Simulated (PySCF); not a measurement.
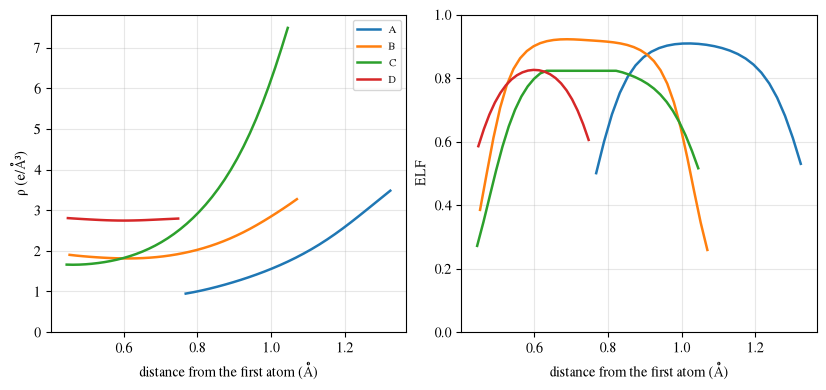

The picture shows: C5H8F3NSi (SMILES C#CCN[SiH2]C(F)(F)CF). Total electron density and ELF along straight lines between neighbouring atoms. The curves leave out the atomic cores.

Geometry: GFN2-xTB.

These are results of PBE0/pcSseg-1, SCF density, gas phase, non-relativistic (PySCF 2.14.0), not measurements.

Input file:

```
{"job": {"kind": "nmr", "xc": "PBE0", "basis": "pcSseg-1"}, "charge": 0, "multiplicity": 1}
C      3.725649     0.594759     0.992444
C      3.090012     0.046190     0.139745
C      2.252415    -0.555156    -0.884010
N      0.869714    -0.124266    -0.798028
Si    -0.274156    -0.907655     0.198778
C     -1.875752     0.140999    -0.089770
F     -1.784626     1.338235     0.577295
F     -2.014169     0.509607    -1.403988
C     -3.140786    -0.583094     0.335323
F     -2.834077    -1.563778     1.242712
H      4.309206     1.057219     1.731567
H      2.653703    -0.294642    -1.871253
H      2.275929    -1.642225    -0.772614
H      0.770608     0.863370    -0.989849
H     -0.076762    -0.913006     1.649800
H     -0.507131    -2.243624    -0.347445
H     -3.589635    -1.073343    -0.532562
H     -3.858901     0.091967     0.810200
```

Command:

```sh
OMP_NUM_THREADS=1 python probes_run.py task.json out
```

**Which curve belongs to which contact (C–C, C–F, C–N and Si–N)? The first atom named is at distance zero.**

Curve A: Si–N (1.71 Å): ρ at the midpoint is about 1.1 e/Å³; the ELF peaks at about 0.90 between the atoms, as expected for a polar covalent bond. Curve B: C–N (1.45 Å): ρ is about 1.9 e/Å³ halfway; the ELF peaks at about 0.90 between the atoms, as expected for a shared electron pair. Curve C: C–F (1.37 Å): the density is about 2.1 e/Å³ at the midpoint, with its minimum of 1.7 e/Å³ about 0.5 Å from C; the ELF peaks at about 0.80 between the atoms (a shared but strongly polarised pair). Curve D: C–C (1.20 Å): the density is about 2.7 e/Å³ at the midpoint; the ELF peaks at about 0.85 between the atoms: a multiple bond.
